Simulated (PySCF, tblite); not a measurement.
# C₃H₁₁BSi₂: geometry, infrared bands and NMR shifts

Wanted: the infrared bands and NMR shifts of C₃H₁₁BSi₂ (`B[Si]1(C)C[SiH2]C1`), by calculation.

Programs: tblite 0.8.0 and PySCF 2.14.0, with density-fitted response routines of our own. Each step states its level of theory. These are calculated values for one molecule in the gas phase, unless marked as measured. Atoms count from 0, in the outputs and in this text.

### 1 Starting geometry

17 atoms, charge 0, multiplicity 1; geometry from: force field or distance geometry start.

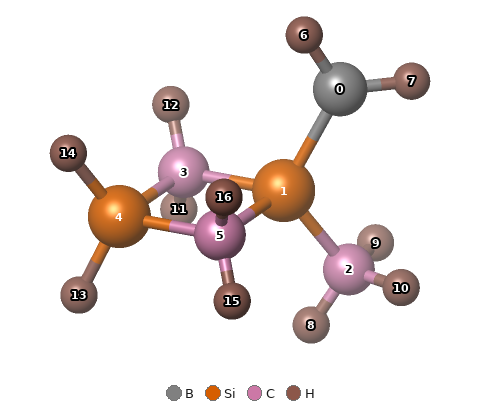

The starting geometry (boron grey, silicon orange, carbon pink, hydrogen brown), atoms numbered.

### 2 Relaxing the molecule with GFN2-xTB

Job settings and geometry (Å):

```
{"job": {"kind": "relax", "xc": "GFN2-xTB", "basis": "xTB"}, "charge": 0, "multiplicity": 1}
B     -1.258300     1.785400     0.853000
Si    -0.532400     0.188100     0.043900
C     -1.787600    -0.979800    -0.669200
C      0.708400    -0.684000     1.132800
Si     2.133200    -0.367100    -0.015300
C      0.888500     0.514300    -1.110500
H     -0.546300     2.590400     1.337700
H     -2.428300     1.968800     0.856700
H     -1.279700    -1.863500    -1.103700
H     -2.498500    -1.306600     0.129000
H     -2.366800    -0.452800    -1.469900
H      0.485500    -1.777800     1.237700
H      0.839700    -0.179500     2.126800
H      2.641100    -1.600300    -0.646200
H      3.118300     0.567500     0.556000
H      0.758700     0.007900    -2.072800
H      1.117600     1.601100    -1.195800
```

Command:

```sh
OMP_NUM_THREADS=1 python probes_run.py task.json out
```

One launch serves the whole session: the jobs run in the order shown.

Log:

```text
step      E/eV     max force
  0    -452.44251    2.623
  1    -452.66574    0.666
  2    -452.72092    0.611
  3    -452.78226    0.553
  4    -452.83870    0.488
  5    -452.87117    0.382
  6    -452.88423    0.230
  7    -452.89180    0.240
  8    -452.89663    0.207
  9    -452.90073    0.195
 10    -452.90330    0.120
 11    -452.90506    0.109
 12    -452.90663    0.099
 13    -452.90818    0.107
 14    -452.90938    0.084
 15    -452.91021    0.065
 16    -452.91088    0.072
 17    -452.91149    0.076
 18    -452.91189    0.046
 19    -452.91207    0.027
 20    -452.91217    0.029
 21    -452.91226    0.036
 22    -452.91237    0.032
 23    -452.91246    0.020
 24    -452.91254    0.018
 25    -452.91260    0.030
 26    -452.91269    0.041
 27    -452.91283    0.049
 28    -452.91301    0.049
 29    -452.91319    0.035
 30    -452.91330    0.024
 31    -452.91335    0.023
 32    -452.91339    0.021
 33    -452.91343    0.019
 34    -452.91347    0.017
 35    -452.91351    0.012
 36    -452.91352    0.010
 37    -452.91353    0.010
 38    -452.91354    0.008
```

Wall time 0.77 s (1 thread of Intel Xeon at 2.50GHz, shared host).

Step by step: (not every step is listed)

```csv
step,energy from step 0 (eV),largest force (eV/Å)
0,0.0000,2.6228
1,-0.2232,0.6664
2,-0.2784,0.6109
3,-0.3397,0.5531
4,-0.3962,0.4884
5,-0.4287,0.3819
6,-0.4417,0.2299
7,-0.4493,0.2403
8,-0.4541,0.2066
10,-0.4608,0.1196
12,-0.4641,0.0995
14,-0.4669,0.0844
16,-0.4684,0.0717
18,-0.4694,0.0458
20,-0.4697,0.0292
22,-0.4699,0.0317
24,-0.4700,0.0177
26,-0.4702,0.0413
28,-0.4705,0.0490
30,-0.4708,0.0237
32,-0.4709,0.0206
33,-0.4709,0.0187
34,-0.4710,0.0174
35,-0.4710,0.0120
36,-0.4710,0.0100
37,-0.4710,0.0098
38,-0.4710,0.0075
```

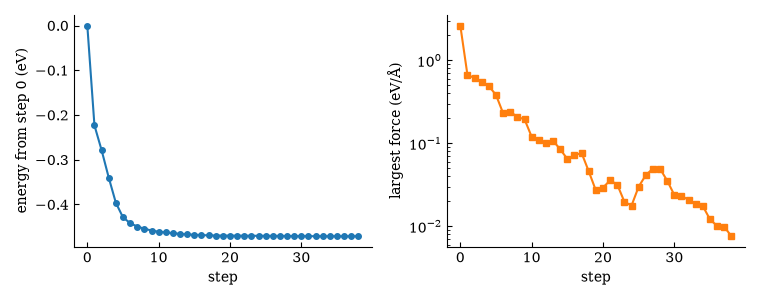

Energy and force, step by step.

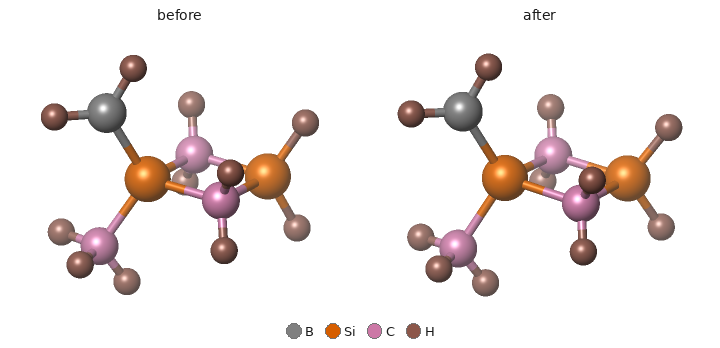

Before and after, at one scale.

Distances of close pairs at the start and the end, largest changes first:

```csv
bond,before (Å),after (Å),change (Å)
Si1–C5,1.860,1.945,+0.085
Si1–C3,1.867,1.945,+0.078
Si1–C2,1.857,1.914,+0.057
C3–Si4,1.857,1.913,+0.056
Si4–C5,1.878,1.913,+0.035
C3–H12,1.122,1.087,-0.035
C3–H11,1.121,1.087,-0.034
C2–H10,1.120,1.086,-0.034
```

The next job starts from the end point, and lists it.

### 3 Infrared spectrum with GFN2-xTB

Job settings and geometry (Å):

```
{"job": {"kind": "ir", "xc": "GFN2-xTB", "basis": "xTB"}, "charge": 0, "multiplicity": 1}
B     -1.317458     1.863340     0.889126
Si    -0.568405     0.252539     0.087264
C     -1.799579    -0.994714    -0.681409
C      0.708273    -0.721779     1.185276
Si     2.147584    -0.379337    -0.027805
C      0.900783     0.532978    -1.156156
H     -0.623922     2.669714     1.375088
H     -2.466881     2.077099     0.911729
H     -1.288697    -1.856057    -1.100788
H     -2.503650    -1.358813     0.061412
H     -2.377199    -0.534493    -1.477998
H      0.471500    -1.774901     1.312492
H      0.854288    -0.315479     2.183067
H      2.757866    -1.574140    -0.618151
H      3.199971     0.481612     0.520045
H      0.754311     0.068993    -2.127924
H      1.144217     1.575467    -1.345177
```

Log:

```text
mode    cm-1     km/mol
  1      42.9      0.01
  2      43.5      0.14
  3     117.3      0.00
  4     145.6      0.10
  5     147.2      1.22
  6     176.2      1.94
  7     193.5      2.93
  8     333.4      0.87
  9     433.3     33.98
 10     488.6      0.00
 11     577.8     20.20
 12     605.6     30.73
 13     609.3      1.07
 14     644.2      6.70
 15     663.7     67.38
 16     675.1     52.30
 17     699.1    196.98
 18     709.2     85.10
 19     739.8      6.34
 20     740.3      5.48
 21     771.8    312.82
 22     789.1    193.98
 23     806.7    110.77
 24     819.7     39.49
 25     911.9      6.80
 26     952.4      0.80
 27    1065.7     63.16
 28    1084.1      0.80
 29    1191.6     32.46
 30    1367.3      8.17
 31    1467.2      1.65
 32    1467.6      1.99
 33    1492.6      0.07
 34    1493.9      0.09
 35    2218.6    530.62
 36    2231.8    261.77
 37    2647.3     83.10
 38    2676.1    121.05
 39    3001.1      8.17
 40    3004.1     80.60
 41    3011.3     13.29
 42    3012.6     23.10
 43    3032.2     40.31
 44    3034.8     19.49
 45    3040.5     26.43
```

Run time: 2.1 s. Hardware: 1 thread of Intel Xeon at 2.50GHz, shared host.

The strongest bands and the atoms that carry them (share of the mass-weighted mode):

```csv
cm⁻¹,km/mol,atoms
699,197.0,"H6 20 %, H7 18 %, B0 15 %, Si4 15 %"
709,85.1,"Si1 23 %, B0 13 %, C5 12 %, C3 12 %"
772,312.8,"Si1 25 %, H13 19 %, C2 16 %, H14 10 %"
789,194.0,"H14 27 %, H13 19 %, Si1 12 %"
807,110.8,"H10 27 %, H9 27 %, C2 13 %"
2219,530.6,"H14 51 %, H13 45 %"
2232,261.8,"H13 52 %, H14 46 %"
2676,121.0,"H7 45 %, H6 43 %, B0 11 %"
```

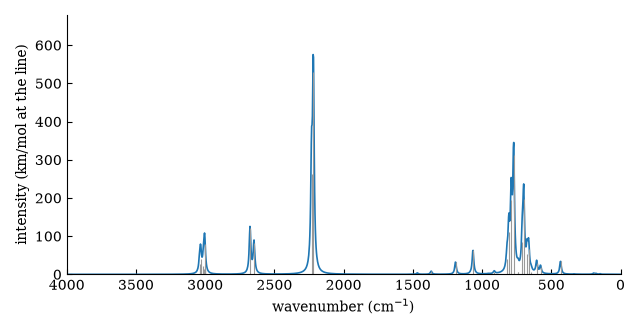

The infrared spectrum from these modes, unscaled. Lines are broadened to a width of 14 cm⁻¹ (Lorentzian).

### 4 NMR shieldings: PBE0/pcSseg-1

Same as in step 3 but for these lines:

```diff
@@ -1,2 +1,2 @@
-{"job": {"kind": "ir", "xc": "GFN2-xTB", "basis": "xTB"}, "charge": 0, "multiplicity": 1}
+{"job": {"kind": "nmr", "xc": "PBE0", "basis": "pcSseg-1"}, "charge": 0, "multiplicity": 1}
 B     -1.317458     1.863340     0.889126
```

Level: GIAO PBE0/pcSseg-1 NMR shielding, non-relativistic, gas phase.

Log:

```text
coarse grid: 14416 points
cycle   1  E = -724.1574467665  dE =  2.431e-01  |g| = 5.548e-01  |ddm| = 3.647e+00
cycle   2  E = -724.0987460319  dE =  5.870e-02  |g| = 7.082e-01  |ddm| = 1.176e+00
cycle   3  E = -724.2366279468  dE = -1.379e-01  |g| = 7.403e-02  |ddm| = 7.878e-01
cycle   4  E = -724.2382379768  dE = -1.610e-03  |g| = 2.249e-02  |ddm| = 1.199e-01
cycle   5  E = -724.2383620489  dE = -1.241e-04  |g| = 7.096e-03  |ddm| = 2.578e-02
cycle   6  E = -724.2383763576  dE = -1.431e-05  |g| = 9.828e-04  |ddm| = 8.334e-03
cycle   7  E = -724.2383766567  dE = -2.991e-07  |g| = 1.766e-04  |ddm| = 1.765e-03
final grid: 127776 points
cycle   8  E = -724.2714821281  dE = -3.223e-05  |g| = 7.208e-03  |ddm| = 2.836e-02
cycle   9  E = -724.2714755042  dE =  6.624e-06  |g| = 8.803e-03  |ddm| = 1.486e-02
cycle  10  E = -724.2714958252  dE = -2.032e-05  |g| = 8.770e-04  |ddm| = 8.765e-03
cycle  11  E = -724.2714960583  dE = -2.331e-07  |g| = 2.045e-04  |ddm| = 1.211e-03
cycle  12  E = -724.2714960690  dE = -1.062e-08  |g| = 6.182e-05  |ddm| = 2.662e-04
cycle  13  E = -724.2714960700  dE = -1.038e-09  |g| = 1.440e-05  |ddm| = 8.084e-05
cycle  14  E = -724.2714960701  dE = -5.343e-11  |g| = 2.424e-06  |ddm| = 2.106e-05
converged SCF energy = -724.2714960701

GIAO shielding tensors (ppm)
atom      isotropic    diamagn.    paramagn.     s11        s22        s33       span
  0 B      -13.984     197.217    -211.202   -134.702    -53.337    146.086    280.789
  1 Si     359.837     881.161    -521.324    343.654    362.261    373.595     29.941
  2 C      184.577     253.254     -68.676    179.366    181.133    193.233     13.867
  3 C      190.573     257.473     -66.900    178.813    189.889    203.017     24.204
  4 Si     377.980     880.423    -502.443    345.068    356.502    432.369     87.301
  5 C      190.625     257.490     -66.865    178.916    189.916    203.044     24.128
  6 H       21.282      30.623      -9.341      7.921     27.702     28.223     20.302
  7 H       21.190      30.031      -8.841      8.167     27.472     27.933     19.765
  8 H       31.196      32.219      -1.023     26.731     30.270     36.586      9.855
  9 H       31.270      30.534       0.736     27.334     27.810     38.667     11.334
 10 H       31.271      30.533       0.738     27.335     27.813     38.665     11.330
 11 H       31.421      32.235      -0.814     27.300     29.079     37.882     10.582
 12 H       31.226      31.659      -0.433     27.266     28.074     38.336     11.071
 13 H       26.539      29.398      -2.859     23.592     24.327     31.699      8.106
 14 H       26.525      29.381      -2.857     23.543     24.554     31.478      7.936
 15 H       31.425      32.236      -0.811     27.303     29.084     37.889     10.586
 16 H       31.228      31.663      -0.435     27.265     28.075     38.344     11.079
```

Wall time 71 s (1 thread of Intel Xeon at 2.50GHz, shared host); peak memory 0.75 GiB.

The references, computed at this level on geometries of the same kind, shield at (ppm): 1H TMS 31.72, 13C TMS 186.9, 29Si TMS 349.2, 11B BF3·OEt2 100.1. Their shielding less the atom's gives the shift. The references are single molecules in the gas phase. Atoms listed in one row are averaged.

```csv
atoms,environment,σ (ppm),δ (ppm),δ scaled to CDCl3
C2,methyl carbon bonded to Si,184.6,2.3,0.4
"C3, C5",sp3 CH2 bonded to 2 Si,190.6,-3.7,-5.5
"H6, H7",hydrogen on a boron bonded to Si,21.24,10.48,–
H14,"hydrogen on a silicon bonded to 2 C, in a 4-membered ring",26.52,5.19,–
H13,"hydrogen on a silicon bonded to 2 C, in a 4-membered ring",26.54,5.18,–
"H12, H16",hydrogen on an sp3 CH2 bonded to 2 Si,31.23,0.49,0.57
"H8, H9, H10",hydrogen on a methyl carbon bonded to Si,31.25,0.47,0.55
"H11, H15",hydrogen on an sp3 CH2 bonded to 2 Si,31.42,0.29,0.38
B0,"boron bonded to Si, 2 H",-14.0,114.1,–
Si1,"silicon bonded to 3 C, B, in a 4-membered ring",359.8,-10.7,–
Si4,"silicon bonded to 2 C, 2 H, in a 4-membered ring",378.0,-28.8,–
```

The scaled column applies a straight-line fit of computed shieldings to shifts measured in CDCl3 (root-mean-square error 0.16 ppm for H, 1.9 ppm for C).

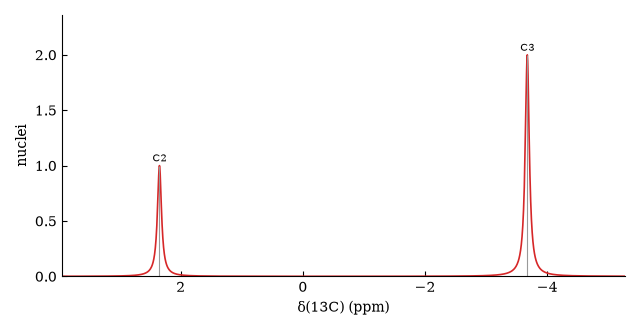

13C lines at the computed shifts, without couplings. Lines are broadened to a width of 0.08 ppm (Lorentzian).

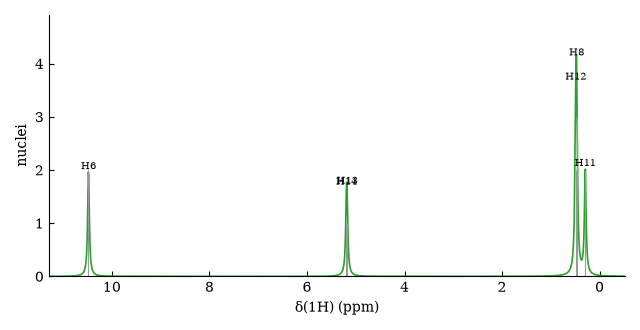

1H lines at the computed shifts, without couplings. Lines are broadened to a width of 0.04 ppm (Lorentzian).

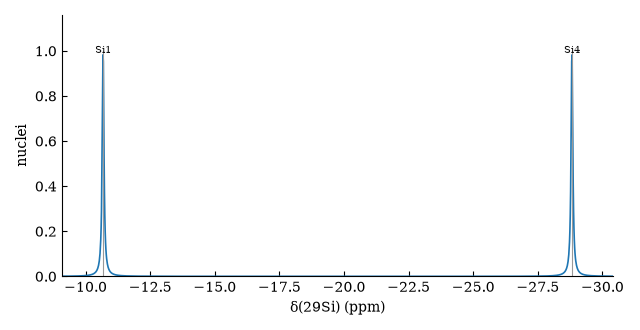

29Si lines at the computed shifts, without couplings. Lines are broadened to a width of 0.08 ppm (Lorentzian).

The run also stored atomic charges by several schemes (e):

```csv
atoms,Mulliken,IAO,Hirshfeld,ESP fit
B0,-0.13,-0.22,0.09,0.14
Si1,0.79,0.90,0.33,0.78
C2,-0.60,-0.71,-0.22,-0.87
"C3, C5",-0.83,-0.82,-0.26,-0.71
Si4,0.67,0.77,0.34,0.61
```

Mulliken charges:

B0 -0.13; Si1 0.79; C2 -0.60; C3 -0.83; Si4 0.67; C5 -0.83; H6 0.02; H7 0.04; H8 0.13; H9 0.13; H10 0.13; H11 0.16; H12 0.16; H13 -0.09; H14 -0.09; H15 0.16; H16 0.16

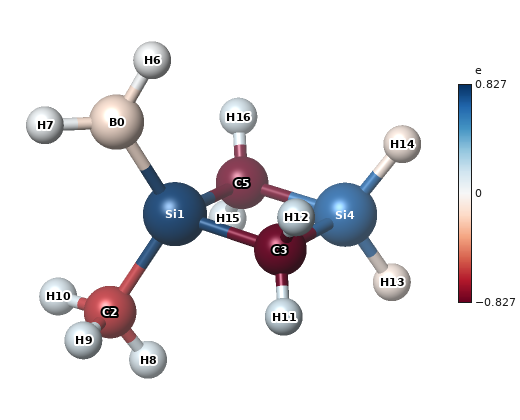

Mulliken charges, as colours on the atoms.

Mayer bond orders: B0–Si1 1.00, Si1–C2 0.98, Si1–C3 0.88, C3–Si4 0.92, Si4–C5 0.92, C5–Si1 0.88.

Ring of atoms Si1, C3, Si4, C5: NICS(0) 2.2, NICS(1) 0.3, NICS(1)zz 6.6 ppm (means of both faces).

### 5 What came out

```
                                                               quantity                                    value
                              strongest single infrared mode (GFN2-xTB)                    2219 cm⁻¹, 531 km/mol
                                           zero-point energy (GFN2-xTB)                            79.2 kcal/mol
13C shifts against TMS (PBE0/pcSseg-1, means over atoms taken as alike)                            2.3, -3.7 ppm
 1H shifts against TMS (PBE0/pcSseg-1, means over atoms taken as alike)  10.48, 5.19, 5.18, 0.49, 0.47, 0.29 ppm
                            11B shifts against BF3·OEt2 (PBE0/pcSseg-1)                                114.1 ppm
                                29Si shifts against TMS (PBE0/pcSseg-1)                         -10.7, -28.8 ppm
```

In words: Relaxing lowered the energy by 0.471 eV in 38 steps; the close pair that moved most is Si1–C5, from 1.860 to 1.945 Å. All 45 modes are real, so the xTB geometry is a minimum. The strongest single mode, at 2219 cm⁻¹, moves mainly H14 and H13. Unscaled tight-binding wavenumbers are off by several per cent, some by more. Its intensities can rank the bands wrongly. At PBE0/pcSseg-1: The largest span, 281 ppm, is at B0, where the paramagnetic term is -211 ppm.
